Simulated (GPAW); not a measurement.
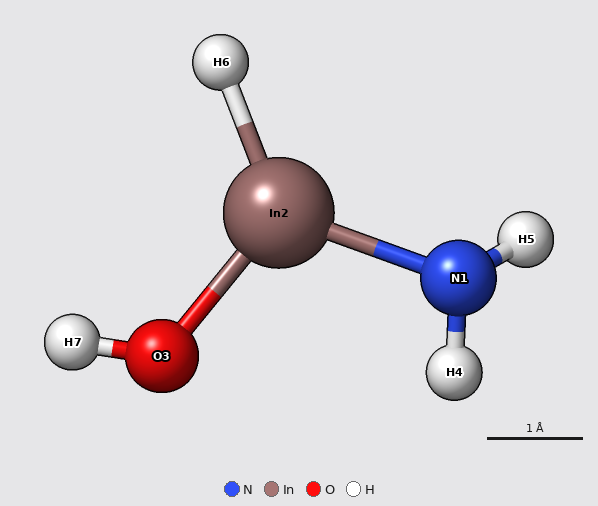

**Figure 1.** The structure (ball-and-stick view, seen at a tilt; atoms are numbered from 1 in the order of the input). Sticks mark near contacts. Bond lengths as drawn: H–In 1.70 Å, H–N 1.02 Å, H–O 0.96 Å, In–N 2.04 Å and In–O 1.95 Å.

Calculation of the molecule and its ions, with input and output: InNH4O (part 1 of 2)

The run: calculation of the molecule and its ions of InNH4O. Method and program: PBE/real-space grid, scalar-relativistic datasets (GPAW 26.7.0).

The geometry comes from this level: GFN2-xTB.

Output:
```
__  _  _
 | _ |_)|_||  |
 |__||  | ||/\| - 26.7.0

units:  Angstrom and eV
cores:  1
OpenMP: False

Versions:
  Python: 3.12.14
  ASE:    3.29.0
  Numpy:  2.5.5
  Scipy:  1.18.1
  Libxc:  7.0.0

        _gpaw.cpython-312-aarch64-linux-gnu.so

Input parameters:
  mode=FD(),
  charge=0.0,
  h=0.25,
  maxiter=100,
  occupations=Occupations(name='fermi-dirac', width=0.0, fixmagmom=False),
  symmetry=Symmetry(point_group=False, time_reversal=False),
  xc=XC(name='PBE')

Diagonalizing LCAO Hamiltonian
Converting LCAO to fd mode
        .-------------------------------.
       /|                               |
      / |                               |
     /  |                               |
    /   |                               |
   /    |                               |
  /     |                               |
 *      |                               |
 |      |              H                |
 |      |                               |
 |      |            In                 |
 |      |                H              |
 |      |       H N    O                |
 |      |        H                      |
 |      |                               |
 |      .-------------------------------.
 |     /                               /
 |    /                               /
 |   /                               /
 |  /                               /
 | /                               /
 |/                               /
 *-------------------------------*

Atoms  # Å, Bohr magnetons
|   | symbol |        x |        y |        z |    initial magnetic moments |
|---|--------|----------|----------|----------|-----------------------------|
| 0 |      N | 5.420390 | 6.621700 | 4.903570 | ( 0.0000,  0.0000,  0.0000) |
| 1 |     In | 6.783680 | 6.383940 | 6.399610 | ( 0.0000,  0.0000,  0.0000) |
| 2 |      O | 7.761750 | 4.727550 | 6.107090 | ( 0.0000,  0.0000,  0.0000) |
| 3 |      H | 5.314290 | 5.693280 | 4.500000 | ( 0.0000,  0.0000,  0.0000) |
| 4 |      H | 4.500000 | 6.919970 | 5.212350 | ( 0.0000,  0.0000,  0.0000) |
| 5 |      H | 7.233390 | 7.409910 | 7.682440 | ( 0.0000,  0.0000,  0.0000) |
| 6 |      H | 8.503720 | 4.500000 | 6.663990 | ( 0.0000,  0.0000,  0.0000) |

Unit cell  # Å
| periodic |         x |         y |         z |   lengths |    angles |
|----------|-----------|-----------|-----------|-----------|-----------|
|       no | 13.003720 |  0.000000 |  0.000000 | 13.003720 | 90.000000 |
|       no |  0.000000 | 11.909910 |  0.000000 | 11.909910 | 90.000000 |
|       no |  0.000000 |  0.000000 | 12.182440 | 12.182440 | 90.000000 |

Number of symmetries: 1
Symmetry operations  # r_c * U_cc + t_c -> r_c
|   | kind |            matrix            |
|---|------|------------------------------|
| 0 |  E   |  1, 0, 0,  0, 1, 0,  0, 0, 1 |

BZ-sampling:
  Number of BZ points: 1
  Number of IBZ points: 1

  Monkhorst-Pack size: [1, 1, 1]
  Monkhorst-Pack shift: [0, 0, 0]

K-points  # in reciprocal-cell coordinates
|   |                                coordinates |     weight |
|---|--------------------------------------------|------------|
| 0 | (  0.00000000,   0.00000000,   0.00000000) | 1.00000000 |

Uniform wave function grid shape: (np.int64(51), np.int64(47), np.int64(47))
Spin-components: 1 (collinear spins)
Bands:           21
Projectors:      28
Spin-degeneracy: 2
Datatype:        float64

  Storage: CPU
  Wave functions: 18_926_712 bytes (18_926_712 per core)

Parallelization:
  kpt:    1
  domain: 1
  band:   1

Density:
  Valence electrons: 28.0
  Components: 1
  Grid points: [52 48 48]
  Charge: 0.0  # |e|

Potential:
  Grid points: [52 48 48]

species:
  N:
    name:    Nitrogen
    Z:       7.0
    valence: 5
    core:    2
    charge:  0.0  # [|e|]
    file:    N.PBE.gz
    compensation charges:
      type: gauss
      rc: 0.18  # [Å]
      lmax: 2
    cutoffs:
      filter: 1.11  # [Å]
      core: 0.96  # [Å]
    projectors
    | kind |    occ | energy [eV] | rcut [Å] |
    |------|--------|-------------|----------|
    |   2s |  2.000 |     -18.583 |    0.603 |
    |   2p |  3.000 |      -7.089 |    0.529 |
    |    s |        |       8.629 |    0.603 |
    |    p |        |      20.123 |    0.529 |
    |    d |        |       0.000 |    0.577 |

    Using partial waves for N as LCAO basis

  In:
    name:    Indium
    Z:       49.0
    valence: 13
    core:    36
    charge:  0.0  # [|e|]
    file:    In.PBE.gz
    compensation charges:
      type: gauss
      rc: 0.36  # [Å]
      lmax: 2
    cutoffs:
      filter: 2.09  # [Å]
      core: 2.48  # [Å]
    projectors
    | kind |    occ | energy [eV] | rcut [Å] |
    |------|--------|-------------|----------|
    |   5s |  2.000 |      -8.203 |    1.185 |
    |   5p |  1.000 |      -2.521 |    1.244 |
    |   4d | 10.000 |     -18.629 |    1.148 |
    |    s |        |      19.008 |    1.185 |
    |    p |        |      24.691 |    1.244 |
    |    d |        |       8.583 |    1.148 |

    Using partial waves for In as LCAO basis

  O:
    name:    Oxygen
    Z:       8.0
    valence: 6
    core:    2
    charge:  0.0  # [|e|]
    file:    O.PBE.gz
    compensation charges:
      type: gauss
      rc: 0.21  # [Å]
      lmax: 2
    cutoffs:
      filter: 1.17  # [Å]
      core: 0.83  # [Å]
    projectors
    | kind |    occ | energy [eV] | rcut [Å] |
    |------|--------|-------------|----------|
    |   2s |  2.000 |     -23.961 |    0.688 |
    |   2p |  4.000 |      -9.029 |    0.598 |
    |    s |        |       3.251 |    0.688 |
    |    p |        |      18.182 |    0.598 |
    |    d |        |       0.000 |    0.619 |

    Using partial waves for O as LCAO basis

  H:
    name:    Hydrogen
    Z:       1.0
    valence: 1
    core:    0
    charge:  0.0  # [|e|]
    file:    H.PBE.gz
    compensation charges:
      type: gauss
      rc: 0.15  # [Å]
      lmax: 2
    cutoffs:
      filter: 0.85  # [Å]
      core: 0.53  # [Å]
    projectors
    | kind |    occ | energy [eV] | rcut [Å] |
    |------|--------|-------------|----------|
    |   1s |  1.000 |      -6.494 |    0.476 |
    |    s |        |      20.717 |    0.476 |
    |    p |        |       0.000 |    0.476 |

    Using partial waves for H as LCAO basis

Reference energy: -163547.954114  # eV

eigensolver:
  PPCG
  Converge bands: occupied
  niter=2

density mixing:
  MSR1-Mixer
  Pratt-step length: 0.05
  Maximum mixing coefficient: 0.75
  Old densities: 10
  SVD Regularization: 0.005
  Good broyden scale: 1.0
  Trust region scale: 1.0
  Backstep threshold: 4.0
  History deletion threshold: 6.0
  Fourier metric: weight=20.0, sigma=0.015

occupation numbers:
  # Zero width

FastPoissonSolver using
    Stencil: 6*3+1=19 point O(h^6) finite-difference Laplacian
    FFT axes: []
    FST axes: [np.int64(1), np.int64(2), np.int64(0)]

xc functional:
  name: PBE with 2 nearest neighbor stencil
interpolation: tri-quintic # 5. degree polynomial

Initialization done in: 0.833 s

convergence criteria:
- Maximum [total energy] change in last 3 cyles: 0.0005 eV / valence electron
- Maximum integral of absolute [dens]ity change: 0.0001 electrons / valence electron
- Maximum integral of absolute [eigenst]ate change: 4e-08 eV^2 / valence electron
maximum number of iterations: 100

SCF iterations
|iter     |     time |      energy | eigst |  dens |
|---------|----------|-------------|-------|-------|
|iter:   1| 00:00:02 |  -38.490563 | +0.79 |       |
|iter:   2| 00:00:02 |  -36.988354 | -0.24 | -0.72 |
|iter:   3| 00:00:03 |  -32.436384 | +0.03 | -0.77 |
|iter:   4| 00:00:04 |  -32.368501 | -0.76 | -1.33 |
|iter:   5| 00:00:04 |  -32.347373 | -1.63 | -1.60 |
|iter:   6| 00:00:05 |  -32.346813 | -2.29 | -2.26 |
|iter:   7| 00:00:06 |  -32.346949c| -3.17 | -2.69 |
|iter:   8| 00:00:06 |  -32.346978c| -3.83 | -3.06 |
|iter:   9| 00:00:07 |  -32.346983c| -4.44 | -3.60 |
|iter:  10| 00:00:08 |  -32.346986c| -5.01 | -4.24c|
|iter:  11| 00:00:08 |  -32.346986c| -5.44 | -4.61c|
|iter:  12| 00:00:09 |  -32.346987c| -5.94 | -5.04c|
|iter:  13| 00:00:10 |  -32.346987c| -6.34 | -5.43c|
|iter:  14| 00:00:10 |  -32.346987c| -6.87 | -5.72c|
|iter:  15| 00:00:11 |  -32.346987c| -7.34 | -5.99c|
|iter:  16| 00:00:12 |  -32.346987c| -7.45c| -6.26c|

Converged in 16 steps
SCF loop duration: 10.468 s (0.654 s/step)
Energy contributions relative to reference atoms: (reference = -163547.954114)

Energy contributions:
  Kinetic:          54.615694
  Coulomb:         -57.728472
  Zero:              2.180581
  External:          0.000000
  Xc:              -31.414789
  Entropy:           0.000000
  Spinorbit:         0.000000
  ----------------------------
  Free energy:     -32.346987
  Extrapolated:    -32.346987

dipole moment: (-0.100600, 0.093732, 0.323198)  # |e|*Ang

Fermi level: -3.938
Eigenvalues  # (at kpt = [0.000, 0.000, 0.000])
| band index |      eig [eV] | occ [0-2] |
|------------|---------------|-----------|
|          0 |       -23.646 |     2.000 |
|        ... |               |           |
|          6 |       -18.215 |     2.000 |
|          7 |       -11.670 |     2.000 |
|          8 |       -11.197 |     2.000 |
|          9 |        -9.579 |     2.000 |
|         10 |        -8.162 |     2.000 |
|         11 |        -6.940 |     2.000 |
|         12 |        -6.874 |     2.000 |
|         13 |        -6.147 |     2.000 |
|         14 |        -1.728 |     0.000 |
|         15 |        -1.503 |     0.000 |
|         16 |        -0.549 |     0.000 |
|         17 |         0.081 |     0.000 |
|         18 |         0.638 |     0.000 |
|         19 |         1.086 |     0.000 |
|         20 |         1.435 |     0.000 |

Gap: 4.419 eV
Transition (v -> c):
  (s=0, k=0, n=13, [0.00, 0.00, 0.00]) -> (s=0, k=0, n=14, [0.00, 0.00, 0.00])
No difference between direct/indirect transitions
vacuum-level: 0.000  # V
neutral       -32.34699 eV
  __  _  _
 | _ |_)|_||  |
 |__||  | ||/\| - 26.7.0

units:  Angstrom and eV
cores:  1
OpenMP: False

Versions:
  Python: 3.12.14
  ASE:    3.29.0
  Numpy:  2.5.5
  Scipy:  1.18.1
  Libxc:  7.0.0

        _gpaw.cpython-312-aarch64-linux-gnu.so

Input parameters:
  mode=FD(),
  charge=1,
  h=0.25,
  maxiter=100,
  occupations=Occupations(name='fermi-dirac', width=0.0, fixmagmom=True),
  symmetry=Symmetry(point_group=False, time_reversal=False),
  xc=XC(name='PBE')
```
